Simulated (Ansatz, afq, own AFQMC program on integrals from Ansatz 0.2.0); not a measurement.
# AlBH2 (singlet): quantum Monte Carlo beside coupled cluster at distance B1–Al2 = 8.066 Å, cc-pVDZ, part 2 of 2

Ansatz 0.2.0, Gaussian basis, and an in-house AFQMC program (afq) on its integrals; all values are calculated; cc-pVDZ, frozen cores.

### 12 UHF

The input, in.yaml:

```yaml
crystal:
  periodic: [false, false, false]
  atoms:
    - {symbol: B, position_ang: [0.000000, 0.000000, 6.462854]}
    - {symbol: Al, position_ang: [0.000000, 0.000000, -1.603146]}
    - {symbol: H, position_ang: [0.000000, -1.367107, -2.429854]}
    - {symbol: H, position_ang: [0.000000, 1.367107, -2.429854]}
basis:
  gaussian: {orbitals: cc-pVDZ}
magnetization: {spin_polarized: true, initial_magnetization: 0}
hamiltonian: {xc: hf}
output: {orbitals: {seedname: orbitals}}
```

Command:

```
$ ansatz run in.yaml --threads 1 --pin off --events-out ev --progress --plain --max-ram 1382MiB
```

Log, cut to the lines that bear on the results:

```text
Functional definition: HF
  name "HF"
  cite "Fock, Z. Phys. 61, 126 (1930) doi:10.1007/BF01340294"
  parent pbe
[...]
399 factors; integrals over basis functions are off by at most 1.1e-3 eV
[...]
mean field -7280.56435452 eV, -267.5558050850 hartree, gradient 9.5e-6 eV, S^2 1.010901; 8 other end points of the search recorded, 0 dependent functions left out
reference -7280.56435452 eV, -267.5558050850 hartree; 10, 10 occupied and 32, 32 virtual orbitals, 399 factors
Total energy: -7280.56435452 eV, -267.5558050850 hartree
```

Wall time 1.9 s (1 thread of Arm Neoverse V1, shared host).

From the report: ⟨S²⟩ of the determinant 1.011 (pure singlet: 0.00). The determinant is far from a pure spin state, so its energy mixes those of several spin states (harmless only where they are near-degenerate, as at dissociation).

### 13 CCSD(T) on UHF

in.yaml: that of step 12 with these lines changed.

```diff
@@ -10,3 +10,2 @@
 magnetization: {spin_polarized: true, initial_magnetization: 0}
-hamiltonian: {xc: hf}
-output: {orbitals: {seedname: orbitals}}
+correlation: {method: ccsd_t, electrons: outside_noble_gas, hamiltonian_folder: ham}
```

Same command.

Log, cut to the lines that bear on the results:

```text
Functional definition: HF
  name "HF"
  cite "Fock, Z. Phys. 61, 126 (1930) doi:10.1007/BF01340294"
  parent pbe
[...]
399 factors; integrals over basis functions are off by at most 1.1e-3 eV
[...]
mean field -7280.56435456 eV, -267.5558050863 hartree, gradient 3.1e-10 eV, S^2 1.010901; 23 other end points of the search recorded, 0 dependent functions left out
determinant -7280.56435456 eV, -267.5558050863 hartree, with singles and doubles -7284.20306662 eV, -267.6895252880 hartree
determinant -7280.56393048 eV, -267.5557895017 hartree, with singles and doubles -7284.20268872 eV, -267.6895114004 hartree
determinant -7280.56380779 eV, -267.5557849927 hartree, with singles and doubles -7284.20244180 eV, -267.6895023264 hartree
determinant -7278.57279593 eV, -267.4826166564 hartree, with singles and doubles -7282.42839265 eV, -267.6243072227 hartree
[...]
determinant -7280.56435456 eV, -267.5558050863 hartree, with singles and doubles -7284.20338809 eV, -267.6895371018 hartree
determinant -7280.56393048 eV, -267.5557895017 hartree, with singles and doubles -7284.20300949 eV, -267.6895231886 hartree
determinant -7280.56380779 eV, -267.5557849927 hartree, with singles and doubles -7284.20276356 eV, -267.6895141510 hartree
determinant -7276.33396178 eV, -267.4003410190 hartree, with singles and doubles -7282.87663234 eV, -267.6407797275 hartree
6 core orbitals not correlated: weight in the atoms' cores, before any rotation towards them, 1.000 or more for the frozen orbitals, at most 0.000 for the correlated occupied ones
reference -7280.56435456 eV, -267.5558050863 hartree; 4, 4 occupied and 32, 32 virtual orbitals, 399 factors
second order -2.50992328 eV of doubles, -0.00000000 eV of singles
cycle   1  -3.63903730 eV  change   -3.8e-6 eV  update   2.1e-6
perturbative correction -0.05115040 eV, -0.0018797427 hartree
Total energy: -7284.25454226 eV, -267.6914169830 hartree
```

Wall time 7.5 s (1 thread of Arm Neoverse V1, shared host).

From the report: ⟨S²⟩ of the determinant 1.011 (pure singlet: 0.00); correlation -3.6902 eV; T1 0.013; largest double amplitude 0.13. The determinant is far from a pure spin state, so its energy mixes those of several spin states (harmless only where they are near-degenerate, as at dissociation).

This run also writes the integrals to the folder ham.

### 14 CCSDT(Q) on UHF

in.yaml: that of step 13 with these lines changed.

```diff
@@ -10,2 +10,2 @@
 magnetization: {spin_polarized: true, initial_magnetization: 0}
-correlation: {method: ccsd_t, electrons: outside_noble_gas, hamiltonian_folder: ham}
+correlation: {method: ccsdt_q, electrons: outside_noble_gas}
```

Same command.

Log, cut to the lines that bear on the results:

```text
Functional definition: HF
  name "HF"
  cite "Fock, Z. Phys. 61, 126 (1930) doi:10.1007/BF01340294"
  parent pbe
[...]
721 factors; integrals over basis functions are off by at most 1.6e-7 eV
[...]
mean field -7280.56439054 eV, -267.5558064086 hartree, gradient 3.0e-10 eV, S^2 1.010901; 23 other end points of the search recorded, 0 dependent functions left out
determinant -7280.56439054 eV, -267.5558064086 hartree, with singles and doubles -7284.20310597 eV, -267.6895267342 hartree
determinant -7280.56396647 eV, -267.5557908241 hartree, with singles and doubles -7284.20272823 eV, -267.6895128526 hartree
determinant -7280.56384384 eV, -267.5557863177 hartree, with singles and doubles -7284.20248103 eV, -267.6895037681 hartree
determinant -7278.57282769 eV, -267.4826178236 hartree, with singles and doubles -7282.42842384 eV, -267.6243083689 hartree
[...]
determinant -7280.56396647 eV, -267.5557908241 hartree, with singles and doubles -7284.20304784 eV, -267.6895245979 hartree
determinant -7280.56384384 eV, -267.5557863177 hartree, with singles and doubles -7284.20280162 eV, -267.6895155494 hartree
determinant -7276.33398805 eV, -267.4003419847 hartree, with singles and doubles -7282.87666539 eV, -267.6407809418 hartree
6 core orbitals not correlated: weight in the atoms' cores, before any rotation towards them, 1.000 or more for the frozen orbitals, at most 0.000 for the correlated occupied ones
reference -7280.56439054 eV, -267.5558064086 hartree; 4, 4 occupied and 32, 32 virtual orbitals, 721 factors
second order -2.50995969 eV of doubles, -0.00000000 eV of singles
cycle   1  -3.22134569 eV  change   -7.1e-1 eV  update   8.1e-2
[...]
cycle  16  -3.71245933 eV  change    1.1e-7 eV  update   4.9e-7
perturbative correction -0.00038758 eV, -0.0000142432 hartree
Total energy: -7284.27723745 eV, -267.6922510158 hartree
```

It took 19 s on 1 thread of Arm Neoverse V1, shared host.

From the report: ⟨S²⟩ of the determinant 1.011 (pure singlet: 0.00); correlation -3.7128 eV; T1 0.013; largest double amplitude 0.13. The determinant is far from a pure spin state, so its energy mixes those of several spin states (harmless only where they are near-degenerate, as at dissociation).

### 15 Phaseless AFQMC, CISD trial on UHF

It reads the integrals that the CCSD(T) run on this determinant wrote.

Command:

```
$ afq ham --method phaseless --trial cisd --walkers 60 --populations 1 --least-time 40 --time-step 0.005 --steps-per-block 50 --equilibration-blocks 40 --max-blocks 300 --target-error 0.00068 --factor-cut 1e-05 --start spin_pure --seed 1472 --release-times 0.24,0.51,0.99,1.62,2.4 --release-step 0.03 --release-every 4 --taylor-order 6
```

Log:

```text
orbitals 36  electrons 4 4  factors 228 of 399
reference energy -267.55580509 Eh
CCSD correlation -0.13373186 Eh in 12 cycles, weight of the determinant in the CISD state 0.8864
energy of the start -267.689422 Eh
 block  time / (1/Eh)  mean weight  energy / Eh
     1     0.250  0.9988  -267.688022
     2     0.500  0.9991  -267.687994
     3     0.750  1.0014  -267.688524
     4     1.000  0.9984  -267.689742
     5     1.250  0.9998  -267.689355
     6     1.500  0.9996  -267.690121
     7     1.750  0.9998  -267.691286
     8     2.000  0.9994  -267.690862
     9     2.250  1.0003  -267.692420
    10     2.500  1.0000  -267.693061
    11     2.750  1.0002  -267.691164
    16     4.000  1.0004  -267.692288
    21     5.250  1.0023  -267.693117
    26     6.500  0.9992  -267.692943
    31     7.750  1.0004  -267.691611
    36     9.000  0.9999  -267.691943
    41    10.250  1.0006  -267.690794
    46    11.500  1.0010  -267.693072
    51    12.750  1.0006  -267.691742
    56    14.000  0.9987  -267.692106
    61    15.250  1.0002  -267.692853
    66    16.500  1.0010  -267.691459
    71    17.750  0.9996  -267.692063
    76    19.000  0.9991  -267.693342
    81    20.250  0.9969  -267.691324
    86    21.500  1.0012  -267.692066
    91    22.750  0.9990  -267.695209
    96    24.000  0.9977  -267.691337
   101    25.250  1.0008  -267.690341
   106    26.500  1.0010  -267.691644
   111    27.750  1.0009  -267.690448
   116    29.000  0.9998  -267.694393
   121    30.250  1.0010  -267.690706
   126    31.500  0.9995  -267.691465
   131    32.750  1.0008  -267.691571
   136    34.000  1.0009  -267.690628
   141    35.250  0.9851  -267.691990
   146    36.500  0.9998  -267.689731
   151    37.750  0.9994  -267.691888
   156    39.000  0.9990  -267.691298
   161    40.250  0.9998  -267.690700
   166    41.500  0.9994  -267.691869
   171    42.750  1.0020  -267.691768
   176    44.000  0.9983  -267.690543
   181    45.250  1.0010  -267.691205
   186    46.500  1.0014  -267.692089
   191    47.750  1.0005  -267.695213
   196    49.000  1.0007  -267.689975
blocks merged  error / Eh  count
     1  0.000141  160
     2  0.000179  80
     4  0.000235  40
     8  0.000253  20
    16  0.000165  10
released: time / (1/Eh)  energy / Eh  error  mean overlap
  0.24  -267.691938  0.000202  1.0114
  0.51  -267.691884  0.000189  1.0098
  0.99  -267.691864  0.000204  1.0262
  1.62  -267.691646  0.000207  1.0336
  2.40  -267.692026  0.000238  1.0252
energy -267.691748 +/- 0.000253 Eh
```

Run time: 3.4 min. Hardware: 1 thread of Arm Neoverse V1, shared host.

Energy -7284.2636 ± 0.0069 eV. Caveats: constraint bias not in the error.

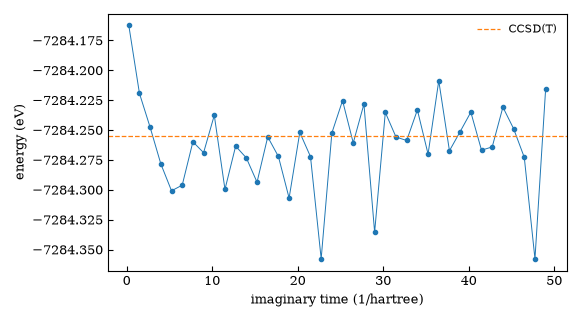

Block energies along the walk.

### 16 Phaseless AFQMC, single-determinant trial on UHF

It reads the integrals that the CCSD(T) run on this determinant wrote.

Command:

```
$ afq ham --method phaseless --trial hf --walkers 120 --populations 1 --least-time 40 --time-step 0.005 --steps-per-block 20 --equilibration-blocks 160 --max-blocks 600 --target-error 0.00204 --factor-cut 1e-05 --start spin_pure --seed 6723 --taylor-order 6
```

Log:

```text
orbitals 36  electrons 4 4  factors 228 of 399
reference energy -267.55580509 Eh
CCSD correlation -0.13373186 Eh in 12 cycles, weight of the determinant in the CISD state 0.8864
energy of the start -267.555939 Eh
 block  time / (1/Eh)  mean weight  energy / Eh
     1     0.100  0.9992  -267.573905
     2     0.200  1.0010  -267.588969
     3     0.300  1.0012  -267.601952
     4     0.400  1.0001  -267.611178
     5     0.500  0.9995  -267.618373
     6     0.600  1.0009  -267.621040
     7     0.700  1.0009  -267.627222
     8     0.800  0.9999  -267.635403
     9     0.900  1.0005  -267.640867
    10     1.000  1.0000  -267.649131
    15     1.500  1.0002  -267.658021
    29     2.900  0.9995  -267.669822
    43     4.300  0.9991  -267.681576
    57     5.700  1.0004  -267.691001
    71     7.100  1.0031  -267.695508
    85     8.500  1.0004  -267.691401
    99     9.900  0.9993  -267.670127
   113    11.300  0.9994  -267.696735
   127    12.700  1.0006  -267.687844
   141    14.100  0.9998  -267.666859
   155    15.500  1.0015  -267.675714
   169    16.900  0.9919  -267.669683
   183    18.300  0.9998  -267.685452
   197    19.700  0.9985  -267.694056
   211    21.100  1.0006  -267.698140
   225    22.500  0.9989  -267.692560
   239    23.900  0.9991  -267.677898
   253    25.300  1.0007  -267.688987
   267    26.700  1.0002  -267.683798
   281    28.100  0.9998  -267.682180
   295    29.500  0.9978  -267.685077
   309    30.900  0.9995  -267.684475
   323    32.300  1.0006  -267.681641
   337    33.700  1.0017  -267.676688
   351    35.100  1.0014  -267.677071
   365    36.500  1.0013  -267.693044
   379    37.900  1.0003  -267.692637
   393    39.300  0.9998  -267.678633
   407    40.700  1.0001  -267.701007
   421    42.100  0.9968  -267.676514
   435    43.500  1.0002  -267.687149
   449    44.900  0.9991  -267.681998
   463    46.300  1.0013  -267.676303
   477    47.700  0.9992  -267.673608
   491    49.100  1.0017  -267.691920
   505    50.500  0.9995  -267.669885
   519    51.900  1.0017  -267.683250
   533    53.300  1.0009  -267.691719
   547    54.700  1.0000  -267.681965
blocks merged  error / Eh  count
     1  0.000397  400
     2  0.000529  200
     4  0.000697  100
     8  0.000839  50
    16  0.001029  25
    32  0.001176  12
energy -267.682945 +/- 0.001029 Eh
```

Run time: 2.7 min. Hardware: 1 thread of Arm Neoverse V1, shared host.

Energy -7284.0240 ± 0.0280 eV. Caveats: constraint bias not in the error.

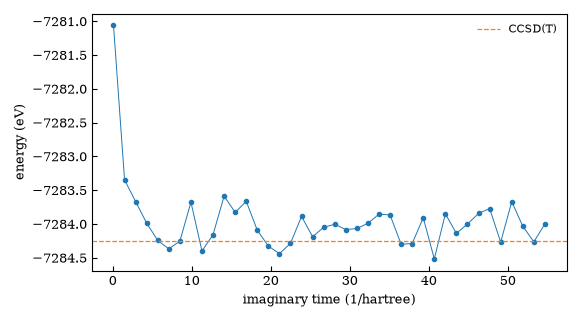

Block energies along the walk.

### 17 AFQMC on the ladder

On the RHF determinant, counted from CCSDT(Q) (a yardstick, not exact):

```csv
level,energy (eV),from CCSDT(Q) (kJ/mol),statistical error (kJ/mol),time
HF,-7276.3340,+766.0,,
MP2,-7283.2775,+96.1,,
CCSD,-7283.6827,+57.0,,
CCSD(T),-7284.5494,-26.6,,
CCSDT(Q),-7284.2732,0.0,,
"Phaseless AFQMC, CISD trial, step 0.005, 60 walkers",-7284.0406,+22.4,2.8,2.7 min
"Phaseless AFQMC, single-determinant trial, step 0.005, 120 walkers",-7282.0906,+210.6,9.2,2.1 min
```

On the UHF determinant, counted from CCSDT(Q) (a yardstick, not exact):

```
                                                             level  energy (eV)  from CCSDT(Q) (kJ/mol)  statistical error (kJ/mol)     time
                                                                HF   -7280.5644                  +358.2                                     
                                                               MP2   -7283.0743                  +116.1                                     
                                                              CCSD   -7284.2034                    +7.1                                     
                                                           CCSD(T)   -7284.2545                    +2.2                                     
                                                          CCSDT(Q)   -7284.2772                     0.0                                     
               Phaseless AFQMC, CISD trial, step 0.005, 60 walkers   -7284.2636                    +1.3                         0.7  3.4 min
Phaseless AFQMC, single-determinant trial, step 0.005, 120 walkers   -7284.0240                   +24.4                         2.7  2.7 min
```

The functionals' totals stand on their own zeros and serve differences with other points: PBE -7293.082 eV; r2SCAN -7296.957 eV; PBE0 -7294.080 eV; B3LYP -7299.209 eV; wB97M-V -7297.286 eV; B2PLYP -7294.302 eV.

### 18 Outcome

What follows sums up all 2 parts.

| quantity | value |
| --- | --- |
| CCSD(T) on RHF from CCSDT(Q) | -26.6 kJ/mol |
| Phaseless AFQMC, CISD trial on RHF from CCSDT(Q) | +22.4 ± 2.8 kJ/mol |
| Phaseless AFQMC, single-determinant trial on RHF from CCSDT(Q) | +210.6 ± 9.2 kJ/mol |
| CCSD(T) on UHF from CCSDT(Q) | +2.2 kJ/mol |
| Phaseless AFQMC, CISD trial on UHF from CCSDT(Q) | +1.3 ± 0.7 kJ/mol |
| Phaseless AFQMC, single-determinant trial on UHF from CCSDT(Q) | +24.4 ± 2.7 kJ/mol |

What this shows: On RHF the phaseless walk with the CISD trial lies +22.4 kJ/mol from CCSDT(Q), 8 times its error bar. A single-determinant trial moves the result by +188.1 kJ/mol. On UHF the phaseless walk with the CISD trial lies +1.3 kJ/mol from CCSDT(Q), within three error bars. A single-determinant trial moves the result by +23.1 kJ/mol. Error bars are statistical and leave out the constraint, the time step and what remains of the start.
